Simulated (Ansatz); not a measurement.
## Electronic structure of C3H8Be (SMILES [CH3][Be][CH2]C) in real space

```yaml
atoms:
  - { symbol: C, position_ang: [-2.4343, 1.2417, 1.6829] }
  - { symbol: C, position_ang: [0.5405, 0.5251, 0.2897] }
  - { symbol: C, position_ang: [1.3576, 1.7074, -0.2722] }
  - { symbol: Be, position_ang: [-0.9497, 0.8867, 0.9874] }
  - { symbol: H, position_ang: [-2.4099, 1.1756, 2.7867] }
  - { symbol: H, position_ang: [-3.2339, 0.5564, 1.3447] }
  - { symbol: H, position_ang: [-2.7751, 2.2652, 1.4379] }
  - { symbol: H, position_ang: [1.1534, -0.0183, 1.0382] }
  - { symbol: H, position_ang: [0.3771, -0.2204, -0.5156] }
  - { symbol: H, position_ang: [1.5951, 2.4496, 0.5088] }
  - { symbol: H, position_ang: [0.8096, 2.2446, -1.0648] }
  - { symbol: H, position_ang: [2.3185, 1.3854, -0.7099] }
```

Geometry: B3LYP-D3(BJ)/def2-SVP.

Theory: isolated molecule in a Gaussian basis; Kohn-Sham density functional theory, functional PBE0 (Ansatz).

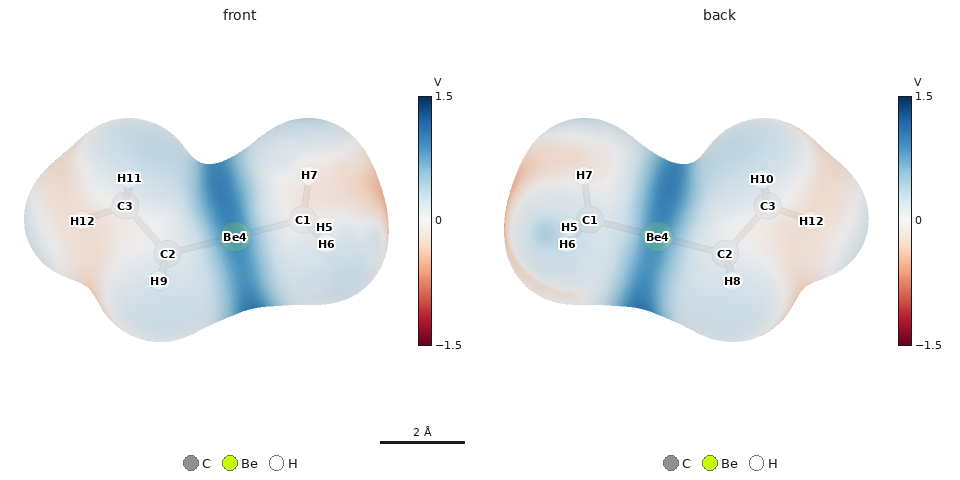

Figure 1. The molecular electrostatic potential painted on the density surface at 0.001 e/bohr³, seen from the front and from behind; red is negative and blue positive.

Question: Describe the electrostatic potential map.

Answer: The most negative region (about −0.5 V) lies over C1, the most positive (about +1.0 V) over Be4.

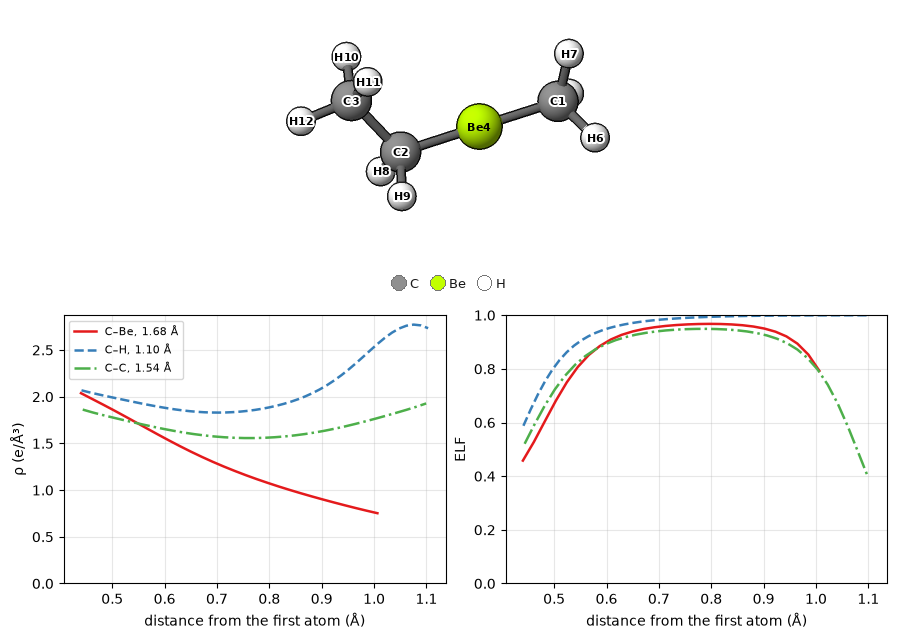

Figure 2. Total electron density and ELF along straight lines between neighbouring atoms. The curves leave out the atomic cores. The structure is drawn too.

Question: What can be read from the curves?

Answer: C–Be (1.68 Å): the density is about 1 e/Å³ at the midpoint; the ELF peaks at about 0.95 between the atoms; a shared but strongly polarised pair.
C–H (1.10 Å): ρ at the midpoint is about 1.9 e/Å³; the ELF climbs to about 1 towards the hydrogen, as it does in any bond to H; an ordinary covalent bond to hydrogen.
C–C (1.54 Å): the density is about 1.6 e/Å³ at the midpoint; the ELF peaks at about 0.95 between the atoms, as expected for localised, covalent bonding.

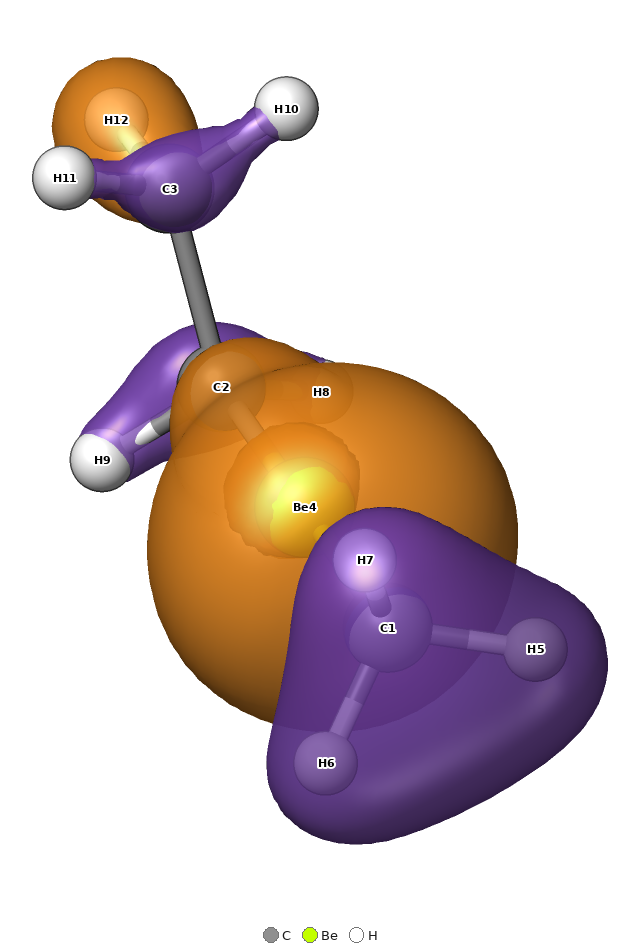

Figure 3. The HOMO−1 at ±0.1 Å⁻³ᐟ² (orange and purple are the two phases), seen at an oblique angle.

Question: Where does this orbital lie, and at what energy?

Answer: By Hirshfeld shares it lies mainly on C1 (about 50 %) and Be4 (about 25 %). Its energy is −8.62 eV.
